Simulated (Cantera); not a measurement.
Feed: 1 mol CCl4, at 1.40e-5 bar.

These are equilibrium values from Cantera (NASA tables, ideal gas, pure condensed phases), not measurements of a reactor. Candidate condensed phases: C; 14 gas species. Kinetics and transport are ignored.

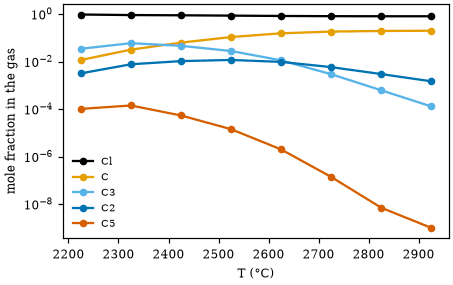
*Equilibrium gas composition (values under 1e-9 drawn at 1e-9)*

At 2225 °C the condensed part is C(graphite). From 2325 °C to 2925 °C nothing is condensed. The main C-bearing gas is C3 at 2225 °C and C at 2925 °C.
